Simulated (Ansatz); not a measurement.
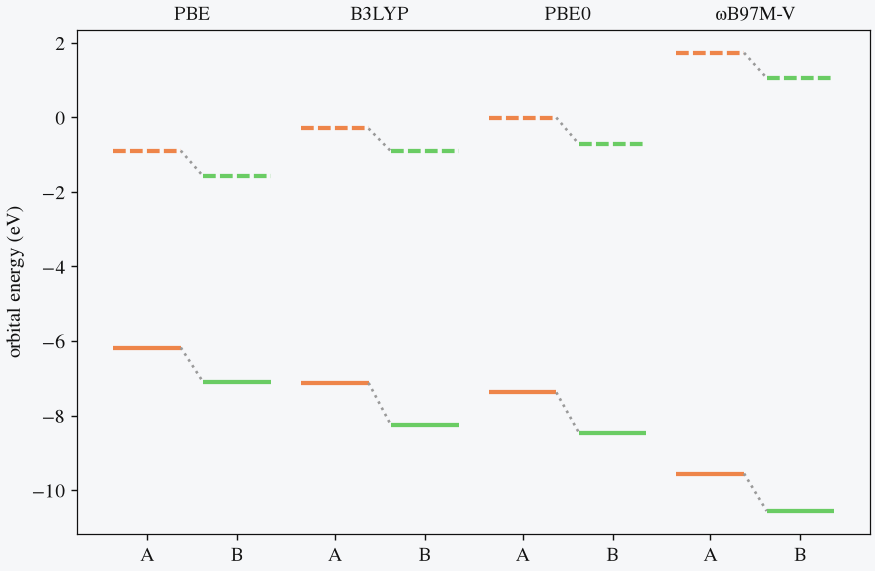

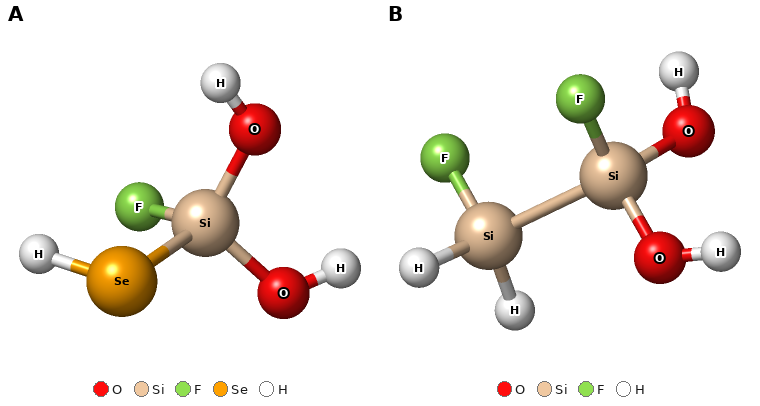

One change: A, SiH₃SeO₂F (SMILES O[Si](O)(F)[SeH]), becomes B, Si₂H₄O₂F₂ (SMILES O[Si](O)(F)[SiH2]F). SeH on Si is replaced by SiH₂F (bound through Si). HOMO (solid) and LUMO (dashed) computed in def2-TZVPP at PBE0-D4/def2-TZVP geometries, both minima by their frequencies, gas phase, the Ansatz code 0.2.0. Empty levels above zero depend strongly on the basis.

Q: What does the change do to HOMO and LUMO?

A: PBE: the HOMO falls by 0.93 eV, the LUMO falls by 0.69 eV, and the separation goes from 5.28 to 5.53 eV. B3LYP: the HOMO falls by 1.14 eV, the LUMO falls by 0.61 eV, and the separation goes from 6.82 to 7.35 eV. PBE0: the HOMO falls by 1.08 eV, the LUMO falls by 0.71 eV, and the separation goes from 7.37 to 7.74 eV. ωB97M-V: the HOMO falls by 1.01 eV, the LUMO falls by 0.67 eV, and the separation goes from 11.28 to 11.62 eV.

Q: Do the functionals agree on the effect?

A: They agree on the direction for both levels; the HOMO shift lies between −1.14 and −0.93 eV and the LUMO shift between −0.71 and −0.61 eV, while the separations themselves differ by up to 6.1 eV between functionals.

Known limits of this run: one conformer of each flexible molecule.
